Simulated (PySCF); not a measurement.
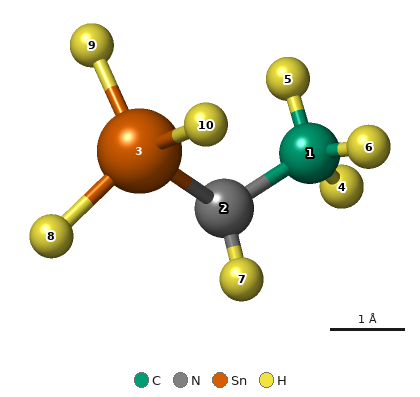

Fig. 1: The structure as given in the input (ball-and-stick view, seen at a tilt; atoms are numbered from 1 in the order of the input). Sticks mark near contacts. Bond lengths as drawn: C–H 1.09 to 1.10 Å, C–N 1.45 Å, H–N 1.01 Å, H–Sn 1.70 to 1.72 Å and N–Sn 2.03 Å.

CH7NSn: single-point calculation

System: CH7NSn.
Method: B3LYP/def2-SVP, RKS, core potentials def2-svp (PySCF 2.14.0).

The geometry comes from this level: PBE0-D4/def2-TZVP.

The program's output
```
converged SCF energy = -311.325041670063
Final energy -311.3250416700631
```

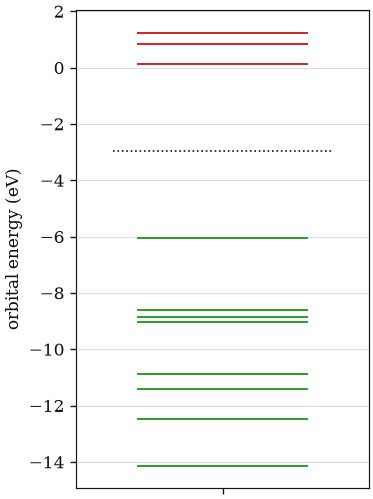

Fig. 2: Orbital energies near the frontier; the dotted line parts filled from empty levels, and levels within 0.02 eV of each other stand side by side. Highest filled −6.05 eV, lowest empty 0.14 eV, 6.19 eV apart.

The run was set up as follows.

Input (run.py)
```python
from pyscf import gto, dft

molecule = gto.M(
    atom=[
    ('C', (-0.898400, 0.758000, -0.879200)),
    ('N', (-0.343000, -0.532900, -0.516500)),
    ('Sn', (0.897300, -0.629400, 1.085100)),
    ('H', (-1.664200, 0.637600, -1.652700)),
    ('H', (-1.396800, 1.201100, -0.011700)),
    ('H', (-0.168200, 1.494600, -1.247500)),
    ('H', (0.037300, -1.004000, -1.326200)),
    ('H', (1.451700, -2.239000, 1.169900)),
    ('H', (-0.052600, -0.195500, 2.433700)),
    ('H', (2.220200, 0.458400, 0.948000)),
],
    basis='def2-svp',
    ecp={'Sn': 'def2-svp'},
    charge=0,
    max_memory=1860,
    verbose=3,
)

ks = dft.RKS(molecule)
ks.xc = 'b3lyp'
ks.conv_tol = 1e-10
ks.grids.level = 5
ks.kernel()
if not ks.converged:
    ks = ks.newton().run(ks.mo_coeff, ks.mo_occ)

e_final = ks.e_tot
print('Final energy', e_final)
```

Run as:
```bash
OMP_NUM_THREADS=1 python run.py
```

Summary

```tsv
quantity	value
outcome	converged
total energy	−311.325042 hartree
basis functions	89
HOMO	−6.05 eV
LUMO	0.14 eV
dipole moment	0.82 D
hardware	1 thread of Intel Xeon @ 2.70GHz, 189 GiB of memory available, shared host
wall time	19 s
peak memory	0.45 GiB
```
